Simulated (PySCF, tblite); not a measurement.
# C₇H₇BF₂: infrared bands, NMR shifts and electronic excitations in gas and solvents, part 2 of 2

tblite 0.8.0 and PySCF 2.14.0. Atoms count from 0.

### Step 6. Ultraviolet spectrum: B3LYP/def2-SVPD

Job settings and geometry (Å):

```
{"job": {"kind": "uv", "xc": "B3LYP", "basis": "def2-SVPD", "ip": true, "dynamic": false}, "charge": 0, "multiplicity": 1}
F     -3.076193    -0.807757     0.491599
C     -2.487515     0.202669    -0.187811
F     -2.821004     0.046537    -1.489723
C     -0.983826     0.142190    -0.030257
C     -0.327155     1.279539     0.372376
B      1.170469     1.516708     0.574498
C      2.240538     0.454689     0.336928
C      2.075012    -0.848869    -0.064250
C      0.875283    -1.551531    -0.364100
C     -0.430081    -1.131142    -0.351664
H     -2.906301     1.157557     0.172410
H     -0.993816     2.131129     0.566533
H      1.522908     2.618182     0.939528
H      3.286734     0.741861     0.501773
H      2.979899    -1.459472    -0.176023
H      1.019366    -2.597109    -0.654861
H     -1.168616    -1.889751    -0.628630
```

Level: TDDFT B3LYP/def2-SVPD, vertical, gas phase, core orbitals frozen in the response.

Log:

```text
coarse grid: 15200 points
cycle   1  E = -494.9364619377  dE =  1.317e+00  |g| = 7.241e-01  |ddm| = 2.311e+01
cycle   2  E = -494.7852840011  dE =  1.512e-01  |g| = 1.138e+00  |ddm| = 4.816e+00
cycle   3  E = -495.0406666063  dE = -2.554e-01  |g| = 1.389e-01  |ddm| = 3.005e+00
cycle   4  E = -495.0446745777  dE = -4.008e-03  |g| = 7.592e-02  |ddm| = 9.793e-01
cycle   5  E = -495.0463281857  dE = -1.654e-03  |g| = 1.756e-02  |ddm| = 3.137e-01
cycle   6  E = -495.0464038386  dE = -7.565e-05  |g| = 5.529e-03  |ddm| = 7.151e-02
cycle   7  E = -495.0464115426  dE = -7.704e-06  |g| = 6.713e-04  |ddm| = 2.236e-02
final grid: 150480 points
cycle   8  E = -495.1305580169  dE = -5.303e-05  |g| = 6.868e-03  |ddm| = 4.750e-01
cycle   9  E = -495.1305468986  dE =  1.112e-05  |g| = 1.012e-02  |ddm| = 7.134e-02
cycle  10  E = -495.1305684148  dE = -2.152e-05  |g| = 1.182e-03  |ddm| = 3.775e-02
cycle  11  E = -495.1305687361  dE = -3.212e-07  |g| = 3.892e-04  |ddm| = 4.150e-03
cycle  12  E = -495.1305687757  dE = -3.962e-08  |g| = 1.520e-04  |ddm| = 1.707e-03
cycle  13  E = -495.1305687818  dE = -6.067e-09  |g| = 3.124e-05  |ddm| = 7.702e-04
cycle  14  E = -495.1305687820  dE = -2.261e-10  |g| = 1.218e-05  |ddm| = 1.915e-04
converged SCF energy = -495.1305687820

Static polarisability (au): isotropic 102.422, principal 62.065 117.220 127.980

Singlet excitations
state   eV       nm        f      main configurations
  1   4.4561    278.2   0.05158   H->L+1 0.69, H-1->L 0.23
  2   4.6425    267.1   0.12130   H->L 0.82, H-1->L+1 0.09
  3   5.1069    242.8   0.00010   H-2->L 0.96
  4   5.2181    237.6   0.00047   H-3->L 0.96
  5   5.3586    231.4   0.00352   H-2->L+1 0.97
  6   5.4968    225.6   0.00015   H-3->L+1 0.98
  7   6.0200    206.0   0.38782   H-1->L+1 0.84, H->L 0.08
  8   6.0828    203.8   0.56101   H-1->L 0.71, H->L+1 0.23
  9   6.4468    192.3   0.00155   H-4->L 0.95
 10   6.6168    187.4   0.00545   H->L+2 0.98

Triplet excitations (Tamm-Dancoff, eV): 2.8444 3.4730 4.1698 4.4999
Vertical ionisation energy (delta-SCF) = 9.2505 eV
Vertical electron affinity (delta-SCF) = 0.6549 eV
```

Wall time 5.4 min (1 thread of Arm Neoverse V2, shared host); peak memory 1.1 GiB.

Frontier orbitals and where they lie:

| orbital | eV | atoms |
| --- | --- | --- |
| HOMO−3 | -8.95 | C6 20 %, C4 18 %, B5 17 % |
| HOMO−2 | -8.77 | B5 33 %, H12 26 %, C6 9 % |
| HOMO−1 | -8.45 | C3 22 %, C7 21 %, C4 16 % |
| HOMO | -7.30 | C6 18 %, C9 17 %, C8 15 % |
| LUMO | -2.52 | C4 20 %, C6 18 %, C8 16 % |
| LUMO+1 | -2.20 | B5 22 %, C7 17 %, C3 15 % |
| LUMO+2 | 0.18 | B5 22 %, C7 11 %, C8 10 % |

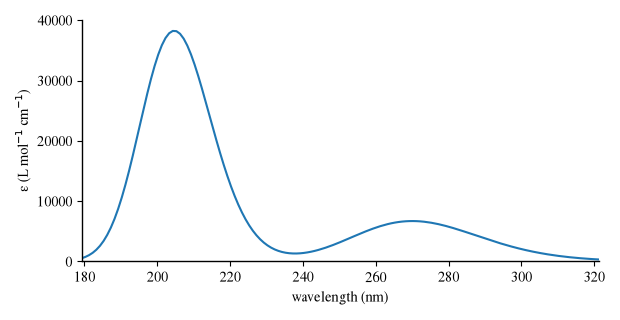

Absorption spectrum: each of the 10 states is a Gaussian band of 0.4 eV half-width at 1/e. Beyond the last state computed it falls off for lack of states.

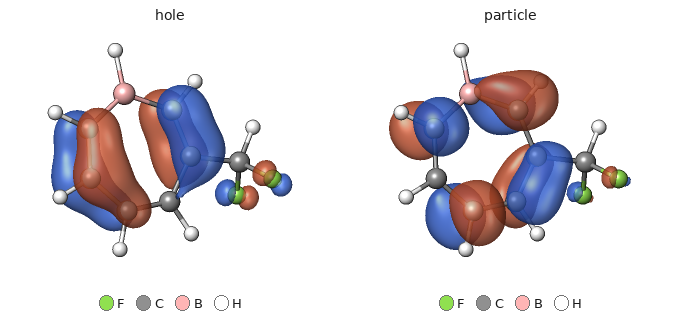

Leading natural transition orbitals of singlet state 8: the electron leaves the hole (left) for the particle orbital (right).

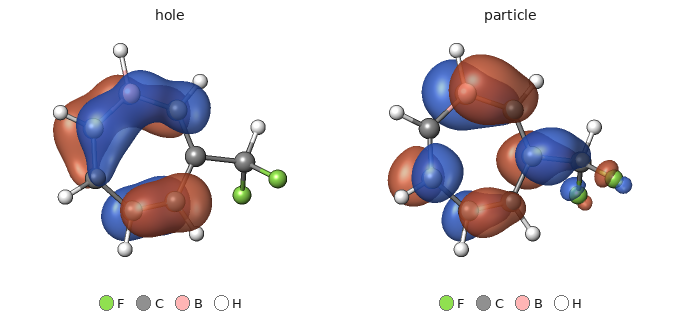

Leading natural transition orbitals of singlet state 1: the electron leaves the hole (left) for the particle orbital (right).

Further results of this job:

| property | computed |
| --- | --- |
| dipole moment (D) | 1.43 |
| polarisability (Å³) | 15.18 |
| HOMO–LUMO gap (eV) | 4.78 |
| −ε(HOMO) (eV) | 7.30 |

### Step 7. NMR shieldings: wB97X-D/pcSseg-1

Settings changed since step 6:

```diff
@@ -1,2 +1,2 @@
-{"job": {"kind": "uv", "xc": "B3LYP", "basis": "def2-SVPD", "ip": true, "dynamic": false}, "charge": 0, "multiplicity": 1}
+{"job": {"kind": "nmr", "xc": "wB97X-D", "basis": "pcSseg-1", "pop": false}, "charge": 0, "multiplicity": 1}
 F     -3.076193    -0.807757     0.491599
```

Level: GIAO wB97X-D/pcSseg-1 NMR shielding, non-relativistic, gas phase.

Log:

```text
coarse grid: 15200 points
cycle   1  E = -495.0520110018  dE =  1.824e+00  |g| = 7.813e-01  |ddm| = 3.921e+00
cycle   2  E = -495.0461127388  dE =  5.898e-03  |g| = 8.933e-01  |ddm| = 1.119e+00
cycle   3  E = -495.1728556728  dE = -1.267e-01  |g| = 5.465e-02  |ddm| = 5.719e-01
cycle   4  E = -495.1734736862  dE = -6.180e-04  |g| = 3.159e-02  |ddm| = 8.971e-02
cycle   5  E = -495.1737139755  dE = -2.403e-04  |g| = 7.518e-03  |ddm| = 4.113e-02
cycle   6  E = -495.1737312293  dE = -1.725e-05  |g| = 2.845e-03  |ddm| = 9.686e-03
cycle   7  E = -495.1737346100  dE = -3.381e-06  |g| = 7.874e-04  |ddm| = 4.169e-03
final grid: 150480 points
cycle   8  E = -495.2470301450  dE = -1.811e-04  |g| = 8.237e-03  |ddm| = 5.242e-02
cycle   9  E = -495.2470316275  dE = -1.482e-06  |g| = 8.659e-03  |ddm| = 1.436e-02
cycle  10  E = -495.2470419481  dE = -1.032e-05  |g| = 6.525e-04  |ddm| = 5.201e-03
cycle  11  E = -495.2470421059  dE = -1.579e-07  |g| = 3.819e-04  |ddm| = 1.344e-03
cycle  12  E = -495.2470421632  dE = -5.727e-08  |g| = 1.157e-04  |ddm| = 5.303e-04
cycle  13  E = -495.2470421756  dE = -1.247e-08  |g| = 7.007e-05  |ddm| = 2.317e-04
cycle  14  E = -495.2470421800  dE = -4.313e-09  |g| = 1.870e-05  |ddm| = 1.698e-04
cycle  15  E = -495.2470421804  dE = -4.701e-10  |g| = 6.322e-06  |ddm| = 5.965e-05
converged SCF energy = -495.2470421804

GIAO shielding tensors (ppm)
atom      isotropic    diamagn.    paramagn.     s11        s22        s33       span
  0 F      298.971     474.091    -175.120    214.057    328.074    354.782    140.725
  1 C       61.742     240.437    -178.695     55.175     60.590     69.460     14.285
  2 F      291.537     473.742    -182.205    204.274    312.368    357.969    153.696
  3 C       22.628     261.552    -238.924    -90.271      8.663    149.493    239.763
  4 C       26.321     253.291    -226.969   -108.408     19.940    167.432    275.839
  5 B       55.660     192.713    -137.053      9.114     28.497    129.370    120.256
  6 C       22.275     257.607    -235.331   -123.224     13.945    176.106    299.330
  7 C       26.290     253.984    -227.695    -97.037     17.451    158.455    255.491
  8 C       39.587     256.481    -216.894    -78.366     37.000    160.127    238.493
  9 C       42.799     254.829    -212.029    -71.063     32.986    166.474    237.537
 10 H       24.967      28.632      -3.666     22.433     23.746     28.721      6.287
 11 H       23.166      31.968      -8.802     19.143     21.127     29.226     10.083
 12 H       24.896      29.625      -4.729     23.347     23.607     27.735      4.388
 13 H       22.900      28.869      -5.969     19.975     21.058     27.666      7.690
 14 H       23.187      28.408      -5.221     19.299     22.751     27.512      8.213
 15 H       23.647      29.840      -6.193     19.435     23.152     28.353      8.919
 16 H       23.370      30.622      -7.252     18.717     21.225     30.168     11.451
```

Run time: 41 s. Hardware: 1 thread of Arm Neoverse V2, shared host; peak memory 0.99 GiB.

Key values: δ C6 162.3, C3 161.9, C7 158.2, C4 158.2, H13 8.48, H11 8.21 ppm.

### Step 8. Nuclear shieldings: PBE0/pcSseg-1 in chloroform

Settings changed since step 7:

```diff
@@ -1,2 +1,2 @@
-{"job": {"kind": "nmr", "xc": "wB97X-D", "basis": "pcSseg-1", "pop": false}, "charge": 0, "multiplicity": 1}
+{"job": {"kind": "nmr", "xc": "PBE0", "basis": "pcSseg-1", "solvent": "chloroform", "pop": true}, "charge": 0, "multiplicity": 1}
 F     -3.076193    -0.807757     0.491599
```

With the program's defaults for keys left out, this is: GIAO PBE0/pcSseg-1 NMR shielding, non-relativistic, IEF-PCM chloroform.

Log:

```text
coarse grid: 15200 points
cycle   1  E = -494.6937221043  dE =  1.462e+00  |g| = 7.167e-01  |ddm| = 3.984e+00
cycle   2  E = -494.6035054429  dE =  9.022e-02  |g| = 1.026e+00  |ddm| = 1.263e+00
cycle   3  E = -494.7917755086  dE = -1.883e-01  |g| = 9.219e-02  |ddm| = 7.873e-01
cycle   4  E = -494.7933305956  dE = -1.555e-03  |g| = 5.205e-02  |ddm| = 1.304e-01
cycle   5  E = -494.7940382938  dE = -7.077e-04  |g| = 1.281e-02  |ddm| = 5.910e-02
cycle   6  E = -494.7940798271  dE = -4.153e-05  |g| = 3.298e-03  |ddm| = 1.418e-02
cycle   7  E = -494.7940823989  dE = -2.572e-06  |g| = 5.923e-04  |ddm| = 3.392e-03
final grid: 150480 points
cycle   8  E = -494.8651058318  dE = -5.005e-05  |g| = 7.593e-03  |ddm| = 4.179e-02
cycle   9  E = -494.8651024286  dE =  3.403e-06  |g| = 9.115e-03  |ddm| = 1.548e-02
cycle  10  E = -494.8651201662  dE = -1.774e-05  |g| = 1.125e-03  |ddm| = 7.921e-03
cycle  11  E = -494.8651203894  dE = -2.232e-07  |g| = 3.071e-04  |ddm| = 1.098e-03
cycle  12  E = -494.8651204078  dE = -1.837e-08  |g| = 1.267e-04  |ddm| = 3.327e-04
cycle  13  E = -494.8651204116  dE = -3.836e-09  |g| = 3.254e-05  |ddm| = 1.386e-04
cycle  14  E = -494.8651204119  dE = -2.669e-10  |g| = 8.692e-06  |ddm| = 3.917e-05
converged SCF energy = -494.8651204119

GIAO shielding tensors (ppm)
atom      isotropic    diamagn.    paramagn.     s11        s22        s33       span
  0 F      298.078     474.259    -176.181    213.874    324.888    355.471    141.597
  1 C       61.705     240.742    -179.038     55.276     61.012     68.826     13.550
  2 F      290.816     474.042    -183.226    204.876    308.578    358.993    154.117
  3 C       24.203     261.490    -237.287    -84.824      7.865    149.568    234.392
  4 C       24.853     252.952    -228.098   -109.050     15.176    168.435    277.486
  5 B       55.147     193.002    -137.855      6.967     29.816    128.658    121.691
  6 C       20.825     257.819    -236.994   -124.166     11.013    175.629    299.794
  7 C       25.985     253.621    -227.636    -93.520     12.294    159.181    252.701
  8 C       38.295     255.744    -217.449    -76.785     30.537    161.134    237.919
  9 C       42.832     254.361    -211.529    -68.441     29.916    167.020    235.461
 10 H       24.556      28.258      -3.702     21.909     23.332     28.427      6.517
 11 H       22.734      31.500      -8.766     18.810     20.507     28.884     10.074
 12 H       24.836      29.661      -4.824     23.323     23.387     27.799      4.477
 13 H       22.542      28.800      -6.258     19.627     20.600     27.399      7.771
 14 H       22.783      28.221      -5.438     18.715     22.484     27.149      8.435
 15 H       23.179      29.427      -6.248     18.818     22.809     27.909      9.091
 16 H       23.060      30.449      -7.389     18.303     20.988     29.888     11.585
```

Wall time 32 s (1 thread of Arm Neoverse V2, shared host); peak memory 1 GiB.

Key values: δ C6 164.3, C3 161.0, C4 160.3, C7 159.2, H13 8.71, H11 8.51 ppm.

### Step 9. NMR shieldings: PBE0/pcSseg-1 in dichloromethane

Settings changed since step 8:

```diff
@@ -1,2 +1,2 @@
-{"job": {"kind": "nmr", "xc": "PBE0", "basis": "pcSseg-1", "solvent": "chloroform", "pop": true}, "charge": 0, "multiplicity": 1}
+{"job": {"kind": "nmr", "xc": "PBE0", "basis": "pcSseg-1", "solvent": "dichloromethane", "pop": false}, "charge": 0, "multiplicity": 1}
 F     -3.076193    -0.807757     0.491599
```

With the program's defaults for keys left out, this is: GIAO PBE0/pcSseg-1 NMR shielding, non-relativistic, IEF-PCM dichloromethane.

Log:

```text
coarse grid: 15200 points
cycle   1  E = -494.6955780029  dE =  1.461e+00  |g| = 7.145e-01  |ddm| = 3.984e+00
cycle   2  E = -494.6087728425  dE =  8.681e-02  |g| = 1.018e+00  |ddm| = 1.246e+00
cycle   3  E = -494.7930514814  dE = -1.843e-01  |g| = 8.836e-02  |ddm| = 7.687e-01
cycle   4  E = -494.7944762280  dE = -1.425e-03  |g| = 4.954e-02  |ddm| = 1.234e-01
cycle   5  E = -494.7951095082  dE = -6.333e-04  |g| = 1.246e-02  |ddm| = 5.561e-02
cycle   6  E = -494.7951487028  dE = -3.919e-05  |g| = 3.199e-03  |ddm| = 1.355e-02
cycle   7  E = -494.7951511226  dE = -2.420e-06  |g| = 5.742e-04  |ddm| = 3.267e-03
final grid: 150480 points
cycle   8  E = -494.8661660251  dE = -5.026e-05  |g| = 7.558e-03  |ddm| = 4.184e-02
cycle   9  E = -494.8661629947  dE =  3.030e-06  |g| = 9.008e-03  |ddm| = 1.518e-02
cycle  10  E = -494.8661802191  dE = -1.722e-05  |g| = 1.111e-03  |ddm| = 7.687e-03
cycle  11  E = -494.8661804347  dE = -2.156e-07  |g| = 2.903e-04  |ddm| = 1.060e-03
cycle  12  E = -494.8661804506  dE = -1.585e-08  |g| = 1.196e-04  |ddm| = 3.051e-04
cycle  13  E = -494.8661804540  dE = -3.375e-09  |g| = 3.153e-05  |ddm| = 1.292e-04
cycle  14  E = -494.8661804542  dE = -2.532e-10  |g| = 8.429e-06  |ddm| = 3.768e-05
converged SCF energy = -494.8661804542

GIAO shielding tensors (ppm)
atom      isotropic    diamagn.    paramagn.     s11        s22        s33       span
  0 F      298.935     474.339    -175.404    214.485    325.614    356.706    142.220
  1 C       61.741     240.754    -179.013     55.417     61.183     68.623     13.206
  2 F      291.814     474.133    -182.318    205.678    309.582    360.184    154.505
  3 C       24.160     261.502    -237.342    -84.908      7.797    149.591    234.499
  4 C       24.764     253.015    -228.250   -109.071     14.478    168.886    277.957
  5 B       55.268     193.028    -137.760      6.735     30.450    128.618    121.883
  6 C       20.894     257.927    -237.033   -124.124     10.983    175.825    299.949
  7 C       25.602     253.589    -227.987    -93.863     11.160    159.509    253.372
  8 C       37.974     255.672    -217.698    -77.042     29.494    161.470    238.513
  9 C       42.755     254.406    -211.652    -68.492     29.615    167.141    235.633
 10 H       24.499      28.185      -3.686     21.824     23.281     28.391      6.567
 11 H       22.688      31.442      -8.754     18.803     20.426     28.835     10.032
 12 H       24.857      29.738      -4.880     23.325     23.424     27.824      4.499
 13 H       22.523      28.796      -6.273     19.631     20.567     27.371      7.740
 14 H       22.728      28.177      -5.448     18.650     22.436     27.099      8.449
 15 H       23.118      29.358      -6.240     18.745     22.759     27.850      9.105
 16 H       23.029      30.439      -7.410     18.267     20.968     29.852     11.585
```

It took 30 s on 1 thread of Arm Neoverse V2, shared host; peak memory 1 GiB.

This run: δ C6 164.4, C3 161.2, C4 160.6, C7 159.7, H13 8.72, H11 8.55 ppm.

### Step 10. Ultraviolet spectrum: B3LYP/def2-SVPD in chloroform

Settings changed since step 9:

```diff
@@ -1,2 +1,2 @@
-{"job": {"kind": "nmr", "xc": "PBE0", "basis": "pcSseg-1", "solvent": "dichloromethane", "pop": false}, "charge": 0, "multiplicity": 1}
+{"job": {"kind": "uv", "xc": "B3LYP", "basis": "def2-SVPD", "solvent": "chloroform", "nstates": 6, "ntriplets": 0}, "charge": 0, "multiplicity": 1}
 F     -3.076193    -0.807757     0.491599
```

Level: TDDFT B3LYP/def2-SVPD, vertical, IEF-PCM chloroform (non-equilibrium linear response), core orbitals frozen in the response.

Log:

```text
coarse grid: 15200 points
cycle   1  E = -494.9460017858  dE =  1.307e+00  |g| = 7.120e-01  |ddm| = 2.324e+01
cycle   2  E = -494.8241307040  dE =  1.219e-01  |g| = 1.081e+00  |ddm| = 4.705e+00
cycle   3  E = -495.0481269964  dE = -2.240e-01  |g| = 1.069e-01  |ddm| = 2.667e+00
cycle   4  E = -495.0503467885  dE = -2.220e-03  |g| = 5.696e-02  |ddm| = 7.326e-01
cycle   5  E = -495.0512236184  dE = -8.768e-04  |g| = 1.525e-02  |ddm| = 2.320e-01
cycle   6  E = -495.0512825115  dE = -5.889e-05  |g| = 4.529e-03  |ddm| = 5.742e-02
cycle   7  E = -495.0512876793  dE = -5.168e-06  |g| = 5.698e-04  |ddm| = 1.715e-02
final grid: 150480 points
cycle   8  E = -495.1353961071  dE = -5.382e-05  |g| = 6.782e-03  |ddm| = 4.784e-01
cycle   9  E = -495.1353876370  dE =  8.470e-06  |g| = 9.566e-03  |ddm| = 6.467e-02
cycle  10  E = -495.1354063395  dE = -1.870e-05  |g| = 8.950e-04  |ddm| = 3.291e-02
cycle  11  E = -495.1354065027  dE = -1.632e-07  |g| = 2.715e-04  |ddm| = 2.964e-03
cycle  12  E = -495.1354065184  dE = -1.569e-08  |g| = 1.277e-04  |ddm| = 1.150e-03
cycle  13  E = -495.1354065228  dE = -4.417e-09  |g| = 2.795e-05  |ddm| = 5.953e-04
cycle  14  E = -495.1354065230  dE = -2.027e-10  |g| = 7.494e-06  |ddm| = 1.518e-04
converged SCF energy = -495.1354065230

Static polarisability (au): isotropic 131.449, principal 76.541 154.772 163.033

Singlet excitations
state   eV       nm        f      main configurations
  1   4.4020    281.7   0.08831   H->L+1 0.69, H-1->L 0.18, H->L 0.12
  2   4.5647    271.6   0.17278   H->L 0.80, H->L+1 0.10
  3   5.1547    240.5   0.00007   H-2->L 0.64, H-3->L 0.36
  4   5.2215    237.4   0.00083   H-3->L 0.64, H-2->L 0.35
  5   5.3904    230.0   0.00317   H-2->L+1 0.86, H-3->L+1 0.13
  6   5.4551    227.3   0.00142   H-3->L+1 0.86, H-2->L+1 0.12
```

It took 54 s on 1 thread of Arm Neoverse V2, shared host; peak memory 1.2 GiB.

Key values: HOMO -7.16 eV, LUMO -2.37 eV; lowest singlet 4.40 eV.

### Step 11. Comparing the runs: NMR shifts

Shifts (ppm) of some atoms, chosen among heavy atoms and hydrogens apart, means over like atoms, with basis size and wall time:

| run | C6 | C4 | C7 | C8 | H11 | H15 | F0 | functions | time |
| --- | --- | --- | --- | --- | --- | --- | --- | --- | --- |
| PBE0/pcSseg-1 | 163.8 | 159.3 | 156.6 | 144.6 | 8.34 | 7.80 | -112.2 | 205 | 41 s |
| wB97X-D/pcSseg-1 | 162.3 | 158.2 | 158.2 | 145.0 | 8.21 | 7.73 | -108.1 | 205 | 41 s |
| PBE0/pcSseg-1 in chloroform | 164.3 | 160.3 | 159.2 | 146.9 | 8.51 | 8.07 | -114.8 | 205 | 32 s |
| PBE0/pcSseg-1 in dichloromethane | 164.4 | 160.6 | 159.7 | 147.3 | 8.55 | 8.12 | -115.3 | 205 | 30 s |

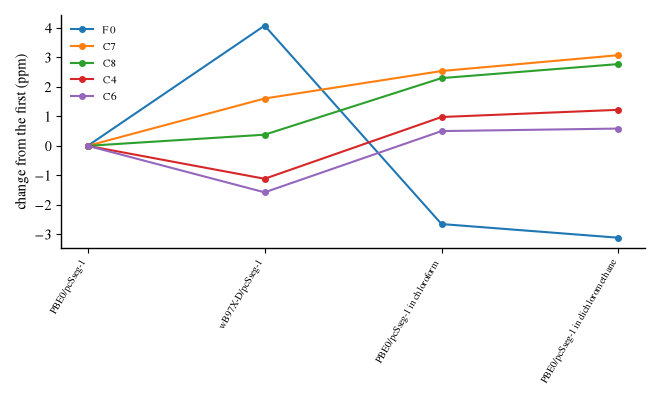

How five of the tabulated atoms move from run to run.

The continuum's effect on the ground state:

| solvent | ε | polarisation energy (Eh) | μ (D) |
| --- | --- | --- | --- |
| chloroform | 4.71 | -0.0057 | 1.55 |
| dichloromethane | 8.93 | -0.0070 | 1.58 |

### Step 12. Side by side: electronic excitations

Excitations and ground-state properties, with basis size and wall time:

| run | lowest singlet (eV) | brightest (eV) | f | gap (eV) | α (Å³) | μ (D) | functions | time |
| --- | --- | --- | --- | --- | --- | --- | --- | --- |
| B3LYP/def2-SVPD | 4.46 | 6.08 | 0.561 | 4.78 | 15.18 | 1.43 | 262 | 5.4 min |
| B3LYP/def2-SVPD in chloroform | 4.40 | 4.56 | 0.173 | 4.79 | 19.48 | 1.68 | 262 | 54 s |

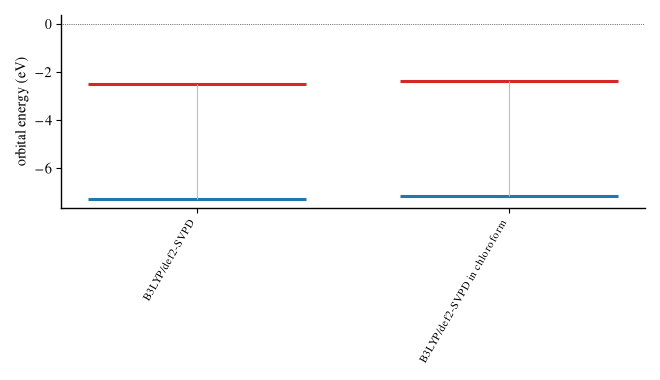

HOMO (blue) and LUMO (red) run by run.

### Step 13. Outcome

The summary covers parts 1 to 2.

| quantity | value |
| --- | --- |
| strongest single infrared mode (GFN2-xTB) | 1000 cm⁻¹, 197 km/mol |
| zero-point energy (GFN2-xTB) | 76.2 kcal/mol |
| point group | C1 |
| rotational constants (main isotopes) | 2.71, 0.85, 0.73 GHz |
| 13C shifts against TMS (PBE0/pcSseg-1) | 163.8, 160.1, 159.3, 156.6, 144.6, 141.3, 122.8 ppm |
| 1H shifts against TMS (PBE0/pcSseg-1) | 8.63, 8.34, 8.23, 8.06, 7.80, 6.54, 6.45 ppm |
| 19F shifts against CFCl3 (PBE0/pcSseg-1, means over atoms taken as alike) | -112.2 ppm |
| 11B shifts against BF3·OEt2 (PBE0/pcSseg-1) | 46.2 ppm |
| surface potential, least and greatest | -0.72 V and 1.29 V |
| lowest singlet (B3LYP/def2-SVPD) | 4.46 eV (278 nm), f = 0.052 |
| brightest single state of those computed | state 8, 6.08 eV, f = 0.561 |
| lowest triplet | 2.84 eV |
| vertical ionisation energy (ΔSCF) | 9.25 eV |
| vertical electron affinity (ΔSCF) | 0.65 eV |
| range of the shift of F0 (PBE0/pcSseg-1 runs) | -115.3 to -112.2 ppm |
| range of the lowest singlet | 4.40 to 4.46 eV |

In words: No mode is imaginary among the 45: a minimum at this level. The strongest single mode, at 1000 cm⁻¹, moves mainly C1. GFN2-xTB is a fitted tight-binding method: band positions and strengths are rough. Its intensities can rank the bands wrongly. At PBE0/pcSseg-1: The largest span, 299 ppm, is at C6, where the paramagnetic term is -237 ppm. NICS(1)zz of -19 ppm above the planar ring from C3 marks a diatropic (aromatic) ring current. The lowest singlet, at 4.46 eV, is HOMO→LUMO+1 0.69, HOMO−1→LUMO 0.23 and is bright; of the 10 states computed, the strongest absorption comes from state 8 at 6.08 eV. The lowest triplet lies 1.61 eV below the lowest singlet (triplets in Tamm-Dancoff, singlets in full TDDFT). ΔSCF puts the ionisation energy at 9.25 eV, 1.95 eV above −ε(HOMO). At one level, PBE0/pcSseg-1: In ppm, F0 (with its like atoms) moves most: its shift spreads over 3.1 ppm, from -115.3 (PBE0/pcSseg-1 in dichloromethane) to -112.2 (PBE0/pcSseg-1). The continuum holds electrostatics alone: no hydrogen bonds to the solvent, and the gas-phase geometry is kept. The lowest singlet runs from 4.40 eV (B3LYP/def2-SVPD in chloroform) to 4.46 eV (B3LYP/def2-SVPD), while the orbital gap spans 4.78 to 4.79 eV. The lowest state need not be the same one in every run. The runs solved for a few states only, so the brightest column depends on that window.
